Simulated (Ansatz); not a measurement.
The calculation's input:

```
crystal:
  periodic: [false, false, false]
  atoms:
    - {symbol: N, position_ang: [-0.339447, 0.982697, -0.376961]}
    - {symbol: Cd, position_ang: [0.540811, -0.726950, 0.199870]}
    - {symbol: Cl, position_ang: [1.704396, -2.590252, 0.788717]}
    - {symbol: H, position_ang: [-1.071103, 0.809972, -1.057668]}
    - {symbol: H, position_ang: [-0.784757, 1.450833, 0.404741]}
basis:
  gaussian: {orbitals: def2-TZVPP}
hamiltonian: {xc: pbe0, dispersion: d4}
output: {orbitals: {seedname: orbitals}}
```

Command:

```sh
ansatz run in.yaml --threads 2 --pin off --events-out ev --progress --plain --max-ram 20480MiB --backend cpu
```

Geometry: PBE0-D4/def2-TZVP; core potentials replace the inner electrons of Cd.

All numbers below come from RKS PBE0-D4/def2-TZVPP in Ansatz 0.2.0.

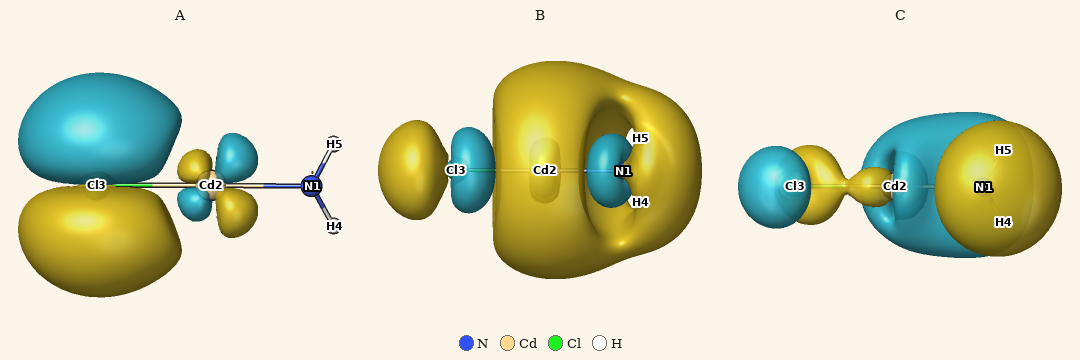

CdClH₂N (SMILES [NH2][Cd][Cl]). Three frontier orbitals at ±0.05 Å⁻³ᐟ² (yellow and cyan are the two phases), in no order.

Q: Order the three orbitals by energy and name them.

A: A is the HOMO−1 (−8.56 eV). By Hirshfeld shares it lies mainly on Cl3 (about 90 %) and Cd2 (about 10 %); largely a lone pair of Cl3. C is the HOMO (−7.39 eV). By Hirshfeld shares it lies mainly on N1 (about 70 %) and Cd2 (about 15 %); largely a lone pair of N1. B is the LUMO (−1.34 eV). Its weight (Hirshfeld) is mainly on Cd2 (about 55 %), Cl3 (about 15 %) and N1 (about 15 %).

Q: What is the HOMO–LUMO gap?

A: 6.05 eV between the orbital energies.
